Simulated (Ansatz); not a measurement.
# CH5AlBN: what the fields show

Input

```
crystal:
  periodic: [false, false, false]
  atoms:
    - { symbol: B, position_ang: [-0.8604, 1.6676, -1.2946] }
    - { symbol: Al, position_ang: [-0.2443, 0.1562, -0.1232] }
    - { symbol: C, position_ang: [0.6975, -1.3919, 0.3927] }
    - { symbol: "N", position_ang: [-0.0366, -0.8729, 1.498] }
    - { symbol: H, position_ang: [-0.5172, 1.8113, -2.4339] }
    - { symbol: H, position_ang: [-1.6805, 2.5108, -0.8747] }
    - { symbol: H, position_ang: [0.3888, -2.365, 0.0274] }
    - { symbol: H, position_ang: [1.8563, -1.267, 0.6021] }
    - { symbol: H, position_ang: [0.485, -0.2955, 2.1892] }
basis:
  gaussian:
    orbitals: "6-31G*"
correlation:
  method: rpa
output:
  orbitals: {}
```

Launched as:

```sh
python ch5albn.py
```

The fields and orbitals are those of the mean-field reference, not of the correlated method.

All numbers below come from RPA, Gaussian basis, functional hf in Ansatz 0.2.0.

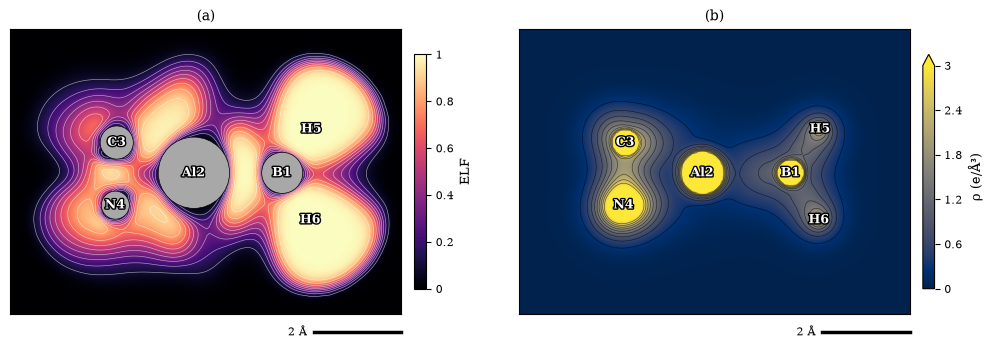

Figure 1. (a) ELF; (b) total electron density on the plane of atoms C3, Al2 and N4. Grey discs cover the atomic cores in the ELF map.

> What do the fields say about this system?

The plane passes through B, Al, C, N and H nuclei.
C–N (1.42 Å): ρ is about 2.1 e/Å³ halfway; the ELF peaks at about 0.90 between the atoms; a shared electron pair.
C–Al (1.88 Å): ρ is about 0.7 e/Å³ halfway; the ELF peaks at about 0.85 in the valence shell of C, 0.7 Å from its nucleus, and is about 0.65 at the midpoint.
Al–N (1.93 Å): ρ at the midpoint is about 0.64 e/Å³; the ELF peaks at about 0.80 in the valence shell of N, 0.7 Å from its nucleus, and is about 0.55 at the midpoint.
Al–B (2.01 Å): the density is about 0.7 e/Å³ at the midpoint; the ELF peaks at about 1 between the atoms (localised, covalent bonding).
B–H (1.20 Å): the density is about 1.3 e/Å³ at the midpoint; the ELF climbs to about 1 towards the hydrogen, as it does in any bond to H; a covalent bond by its length.

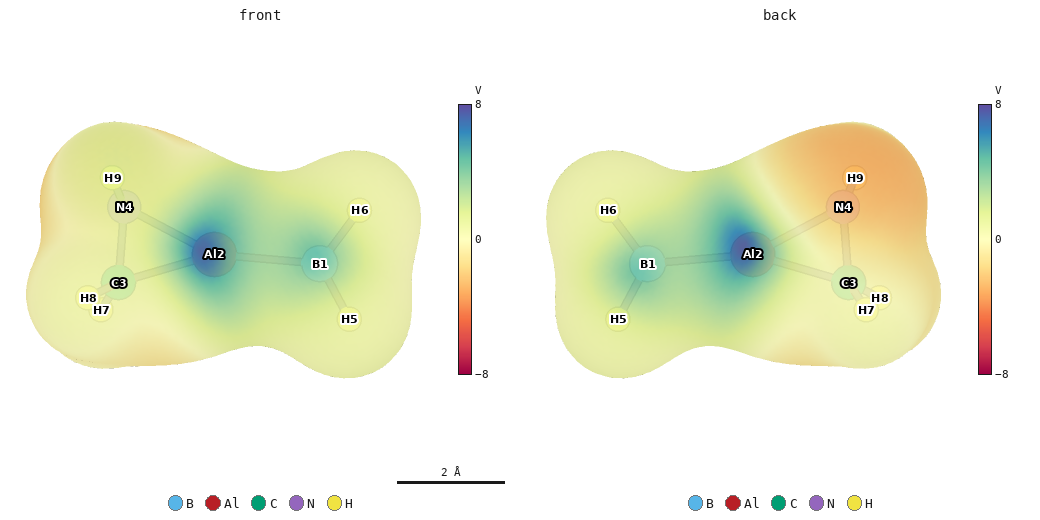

Figure 2. The molecular electrostatic potential painted on the density surface at 0.004 e/bohr³, seen from the front and from behind; red is negative and blue positive.

> Which sites attract a positive test charge, and which a negative one?

A positive charge is drawn to the negative regions and a negative charge to the positive ones. The most negative region (about −3.1 V, or −71 kcal/mol for a unit charge) lies over N4, the most positive (about +6.6 V, or +152 kcal/mol for a unit charge) over Al2. N4 is the likeliest acceptor of a hydrogen bond.

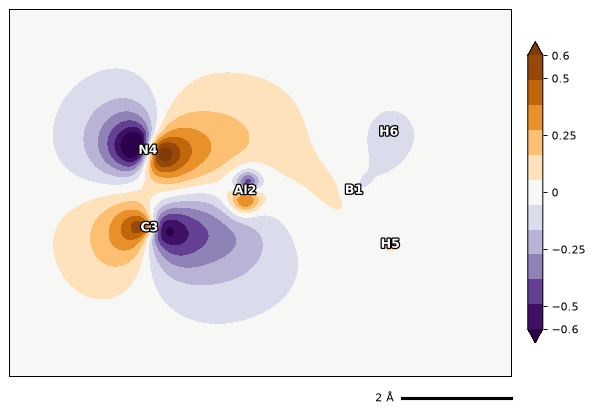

Figure 3. The HOMO on the plane of atoms Al2, B1 and H5 (values in Å⁻³ᐟ²; the overall sign is arbitrary).

> Where does this orbital lie, and at what energy?

By Hirshfeld shares it lies mainly on N4 (about 35 %), C3 (about 30 %) and Al2 (about 25 %). Its energy is −7.33 eV.
